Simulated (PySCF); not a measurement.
## Electronic structure of C$_{4}$H$_{11}$SSi$_{2}$ (doublet) in real space

| atom | x (Å) | y (Å) | z (Å) |
| --- | --- | --- | --- |
| Si | 1.8938 | -1.1109 | -0.0940 |
| C | 0.4089 | -0.4988 | 0.9553 |
| C | -0.8644 | -1.1110 | 0.5733 |
| C | -1.4169 | -0.9446 | -0.7446 |
| S | -2.2114 | 0.7888 | -0.9325 |
| C | -0.6829 | 1.7592 | -0.7896 |
| Si | 0.1771 | 1.4152 | 0.8723 |
| H | 1.9049 | -2.5732 | -0.0558 |
| H | 1.8016 | -0.6635 | -1.4859 |
| H | 3.1129 | -0.5604 | 0.4987 |
| H | 0.6289 | -0.7461 | 1.9971 |
| H | -1.5230 | -1.4683 | 1.3502 |
| H | -0.6813 | -0.9642 | -1.5465 |
| H | -2.2490 | -1.6088 | -0.9615 |
| H | -0.9994 | 2.7967 | -0.8585 |
| H | -0.0608 | 1.5381 | -1.6568 |
| H | 1.4613 | 2.1209 | 0.9083 |
| H | -0.7092 | 1.8373 | 1.9587 |

Geometry: GFN2-xTB.

Method: UKS B3LYP, pcH-1 on C H S Si, non-relativistic, mean-field spin-orbit, GIAO in PySCF.

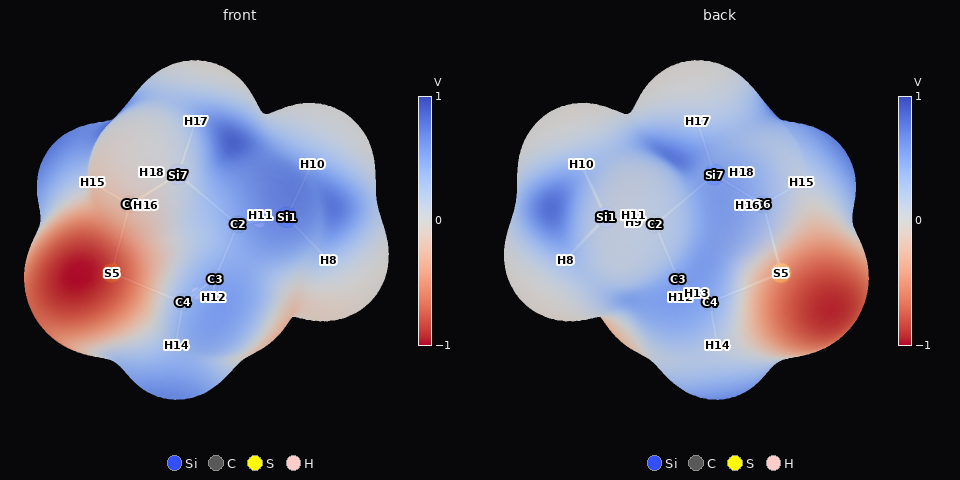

Figure 1. The electrostatic potential painted on the density surface at 0.001 e/bohr³, seen from the front and from behind; the colour scale runs from red (negative) to blue (positive).

Where is the surface potential most negative and most positive?

The most negative region (about −1.0 V) lies over S5, the most positive (about +0.8 V) over Si1, Si7 and H11.

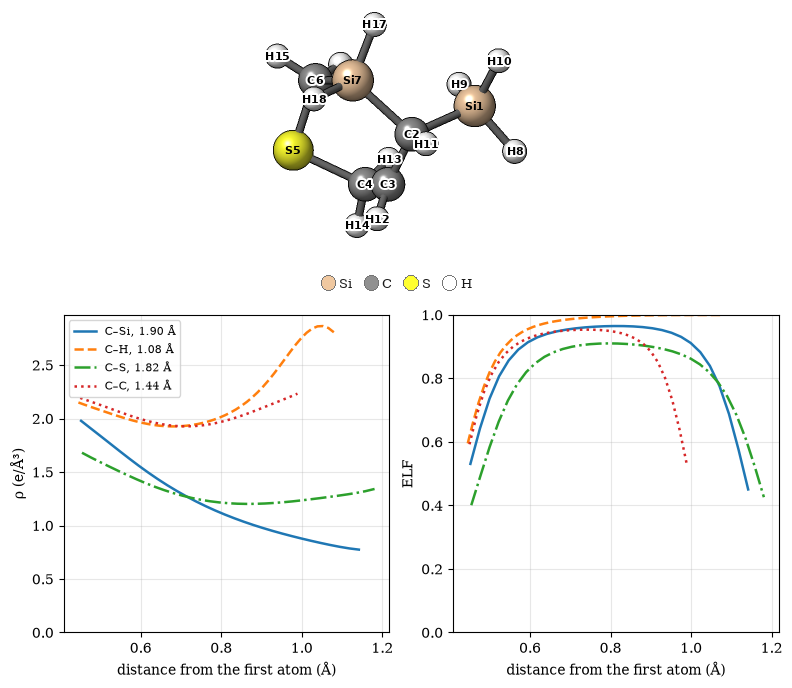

Figure 2. Electron density and ELF along straight lines between neighbouring atoms. The curves leave out the atomic cores. The structure is drawn too.

What kind of bonding do the profiles show?

C–Si (1.90 Å): the density is about 0.92 e/Å³ at the midpoint; the ELF peaks at about 0.95 between the atoms: a covalent bond.
C–H (1.08 Å): ρ at the midpoint is about 2 e/Å³; the ELF climbs to about 1 towards the hydrogen, as it does in any bond to H (an ordinary covalent bond to hydrogen).
C–S (1.82 Å): ρ at the midpoint is about 1.2 e/Å³; the ELF peaks at about 0.90 between the atoms (localised, covalent bonding).
C–C (1.44 Å): ρ at the midpoint is about 1.9 e/Å³; the ELF peaks at about 0.95 between the atoms (localised, covalent bonding).
